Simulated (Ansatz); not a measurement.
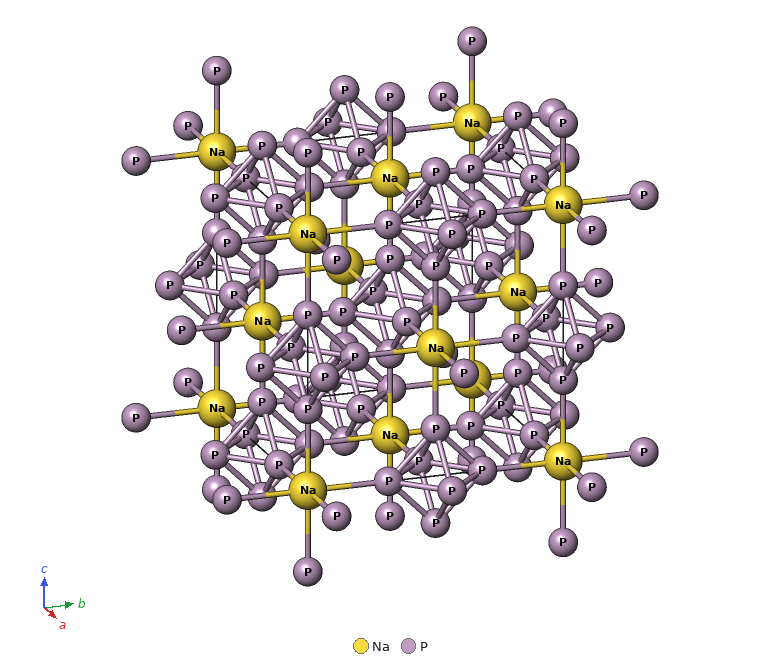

NaP₆ (space group Fm-3m, No. 225). Coordinates: coordinates from a relaxation with DFT PBE, scalar-relativistic, plane waves, PAW in Ansatz 0.2.0; the starting structure was generated, so it need not be a known form of this composition.

Bonds are taken as Na–P below 3.2 Å and P–P below 2.7 Å; no other contact counts. Simplification: prune 0- and 1-connected atoms, fold 2-connected ones into links.

What kind of net remains, and which atoms are its nodes?

Answer. A binodal (5,6)-connected, three-periodic net: P is a 5-connected node; Na is a 6-connected node, in the ratio 6:1.

Is the net interpenetrated?

Answer. It is a single net, without interpenetration.

Give the first five terms of the coordination sequence (nodes one, two, three … edges away).

Answer. P: 5, 10, 37, 62, 61; Na: 6, 24, 18, 54, 126.

The simplified net, drawn on the atoms' positions. Nodes are coloured by element. Edges to nodes outside the piece are drawn as stubs.

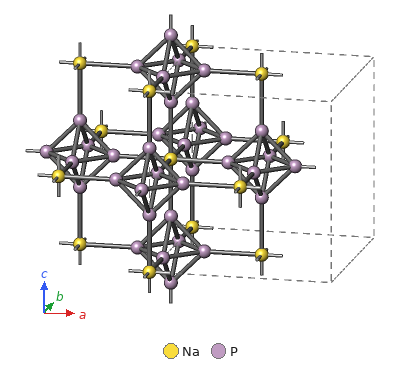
